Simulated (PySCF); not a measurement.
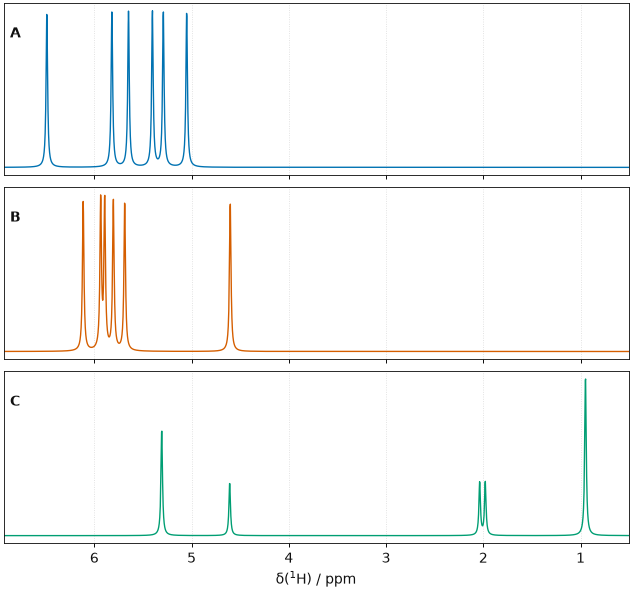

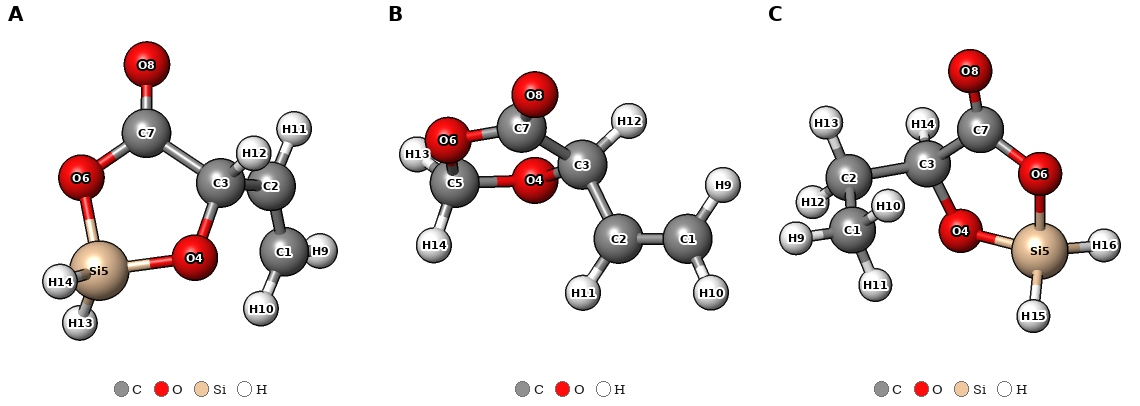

Related molecules: A is C₄H₆O₃Si, SMILES C=C[C@@H]1O[SiH2]OC1=O; B is C₅H₆O₃, SMILES C=C[C@H]1OCOC1=O; C is C₄H₈O₃Si, SMILES CC[C@@H]1O[SiH2]OC1=O. GIAO ¹H shifts against TMS, PBE0/pcSseg-1, PySCF 2.14.0, at a GFN2-xTB geometry (no frequency check); fully decoupled, line heights follow the number of nuclei within a panel, widths are arbitrary (no quadrupolar broadening); values of one conformer, averaged over methyl-type rotors and exact or near symmetry; other conformers aren't averaged in.

> Assign the ¹H signals of each molecule.

A: 6.49 (H11); 5.82 (H10); 5.65 (H9); 5.40 (H13); 5.29 (H14); 5.05 (H12)
B: 6.11 (H11); 5.93 (H13); 5.89 (H14); 5.80 (H9); 5.69 (H10); 4.60 (H12)
C: 5.31 (H15, H16); 4.61 (H14); 2.04 (H13); 1.98 (H12); 0.95 (H9, H10, H11)

The order of signals that lie close, as those under 0.08 ppm apart, is within the error of the method.

Caveats, for all or some of the runs: the tight-binding geometry is rougher than a DFT one and adds to the error.
